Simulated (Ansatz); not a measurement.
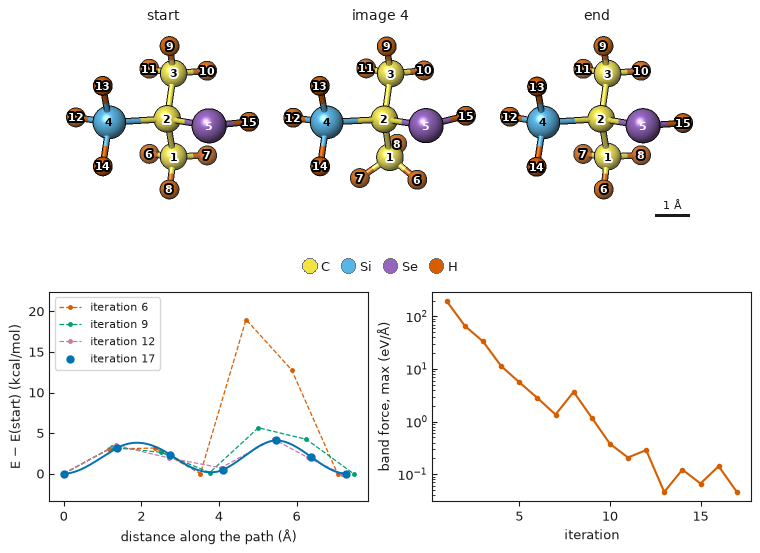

A nudged-elastic-band calculation for C3H10SeSi. Images are numbered from 0 (start) to 6 (end). The plot follows the band through its iterations. The picture is a ball-and-stick view, seen at a tilt.

Computed with RKS PBE-D4/def2-SVP (Ansatz 0.2.0). Set-up: 5 movable images; climbing image; force threshold 0.05 eV/Å; iteration limit 57; starting path through a guess of the saddle point.

Q: How did the profile develop, and is the result final?

A: The run is converged, with reservations. The band converged in 17 iterations. The largest component of the band force went from 190 to 0.046 eV/Å. The climbing image converged on the top of the path. Its vibrational analysis gives one imaginary mode (255i cm⁻¹), as a transition state must have. The first iteration put the highest image at 1252.79 kcal/mol. The barrier is about 4.09 kcal/mol in both directions, with image 4 at the top; the ends have the same energy. The profile has 2 maxima (images 1, 4) with a dip at image 3 (+0.49 kcal/mol), so the process runs in steps.
